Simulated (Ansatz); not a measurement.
Cost and result by functional for the adsorption energy of H on the 1x1 (111) surface of fcc Al, one in a 2x2 cell, started at the site 'top Al', in Ansatz (plane waves, PAW). Single points on the PBE structure, on one kind of machine; costs are rough ratios of the slab run's core time (references not counted) to the cheapest single point. r2SCAN's cost holds its higher cutoff (500 against 420 eV). Differences are taken against r2SCAN for comparison alone: no measured value is at hand, so the table doesn't rank accuracy.

Set-up: 17 atoms, 7.0 Å thick at the start under the adsorbate (thin: gaps and levels are the slab's own); mesh 6x6x1; 0.1 eV smearing; dipole correction on; 8 atoms held, the rest relaxed; held to the start's symmetry, so lower structures may exist; no spin, no spin-orbit, no U, no dispersion correction. At the end it is bonded to Al. In PBE it is, or lies within 0.03 eV of, the lowest of the starts that converged. These notes are the PBE run's. Adsorption energies are against ½ H2(g). A negative adsorption energy means that the adsorbate is more stable on the surface than in its reference.

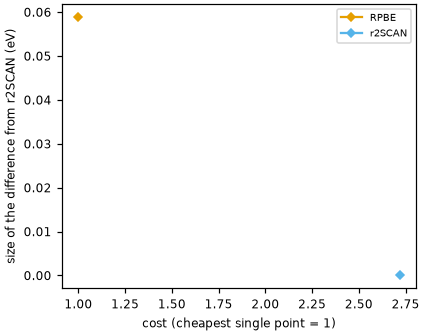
Difference from r2SCAN against cost

```json
[
 {"functional": "RPBE", "relative cost": "1", "adsorption energy (eV)": "0.27", "less r2SCAN (eV)": "0.06"},
 {"functional": "r2SCAN", "relative cost": "3", "adsorption energy (eV)": "0.21", "less r2SCAN (eV)": "0.00"},
 {"functional": "PBE (the relaxed run's value)", "relative cost": "–", "adsorption energy (eV)": "0.21", "less r2SCAN (eV)": "0.00"}
]
```

The values span 0.06 eV, while the single points' costs differ by a factor of roughly 3. Differences are of unrounded values.

Ansatz is a quantum-chemistry and plane-wave program.
